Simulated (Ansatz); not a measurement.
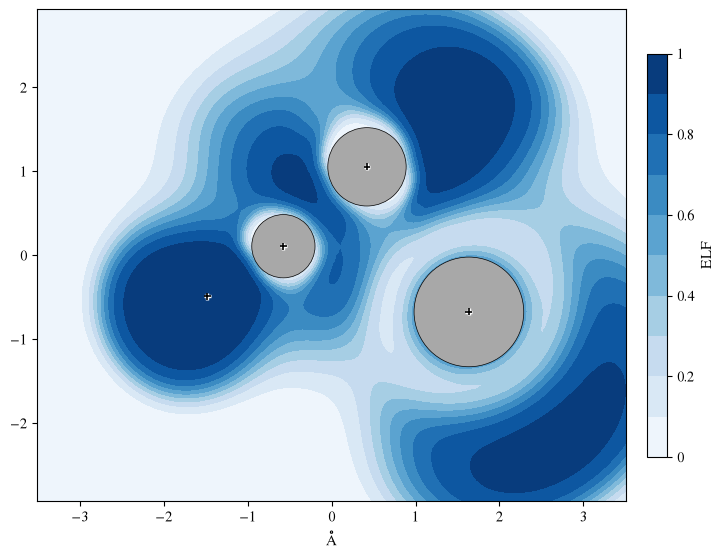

The ELF on a plane through atoms (crosses mark nuclei in the plane; grey discs cover the cores).

All numbers below come from Ansatz 0.2.0, isolated molecule in a Gaussian basis; Kohn-Sham density functional theory, functional PBE0.

Candidates:
A. CHBSn
B. GaGeH4N

### Which candidate gave the map?

Candidate A: CHBSn on the molecular plane, which holds C, B, Sn and H. C–B (1.37 Å): the ELF peaks at about 0.90 between the atoms, as expected for a covalent bond. Sn–B (2.11 Å): the ELF peaks at about 0.60 in the valence shell of B, 0.8 Å from its nucleus, and is about 0.30 at the midpoint.
